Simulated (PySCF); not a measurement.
Al(F)(OH)2(SH2), H4AlFO2S, singlet at its PBE0/def2-SVP optimised geometry (Å):

```
9

Al    -0.1773    -1.1434     0.0000
F     -0.9702    -1.5701    -1.4164
O     -0.9933    -1.4064     1.4892
H     -0.7434    -2.1003     2.1011
O      1.5282    -1.1434     0.0000
H      2.0495    -1.2279    -0.7991
S     -1.0451     1.2279     0.0000
H     -2.0495     0.8856    -0.8388
H     -1.7082     0.7989     1.1026
```

Calculation: PBE0/def2-TZVP in PySCF. Cells within 0.4 Å of a nucleus heavier than hydrogen are left out (blank, or x).

Map of the Laplacian of the electron density (e/bohr⁵), clipped to [-1.50, 1.50] on the plane z = 0.0 Å:

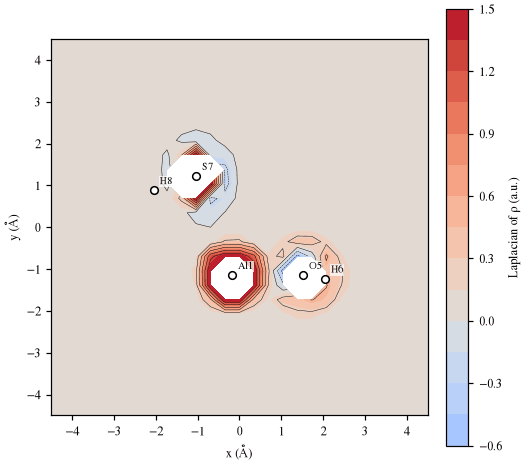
Figure: Laplacian of the electron density (e/bohr⁵), clipped to [-1.50, 1.50] on the plane z = 0.0 Å.
